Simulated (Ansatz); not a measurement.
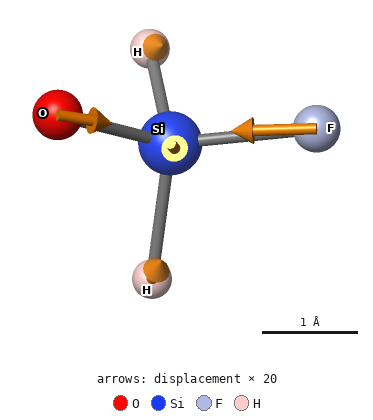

A relaxation of SiH$_{2}$OF (multiplicity 2). The starting structure is drawn; orange arrows show the displacements, 20 times their true length. The two geometries are superimposed by the best rigid fit.

A ball-and-stick model, seen at a tilt.

The calculation used UKS PBE0-D4/def2-TZVP in Ansatz 0.2.0. (force threshold 0.005 eV/Å; at most 200 steps)

Atoms of which element are displaced furthest, and by how much?

Fluorine: up to 0.046 Å, against 0.032 Å for oxygen.

What did the optimiser do to the structure, and how much energy did it gain?

The energy falls by 4.97 kJ/mol in 5 geometry steps. Largest force component: 1.1 eV/Å at the start, 0.0014 eV/Å at the end. The atom that moves furthest after the best rigid fit is the F atom (0.046 Å). Largest moves by element: F 0.046 Å, O 0.032 Å, Si 0.024 Å, H 0.023 Å. Among the contacts that change: F–Si 1.630 → 1.589 Å, H–Si 1.509 → 1.482 Å, O–Si 1.651 → 1.641 Å. Bond angles that change, for instance: H–Si–H 112.9° → 115.5°, O–Si–F 116.8° → 114.7°.
